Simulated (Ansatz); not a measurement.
Start from AlAs in the zinc blende structure (space group F-43m, No. 216; a = 5.675 Å).

The change: every lattice vector is shortened by 3.88 %, atoms relaxed at fixed cell.

Calculations: PBEsol, PAW, 420 eV (Ansatz, a quantum-chemistry and plane-wave program; spin-orbit coupling left out).

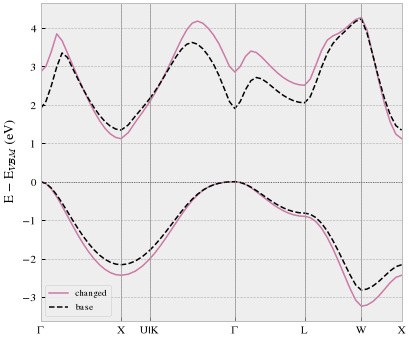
*Highest valence and lowest conduction band along the path, each from its own valence-band maximum*

The gap is 1.12 eV, indirect, Γ → X; the base has 1.34 eV.

The cells carry an imposed strain or load. No phonon test of stability was made.
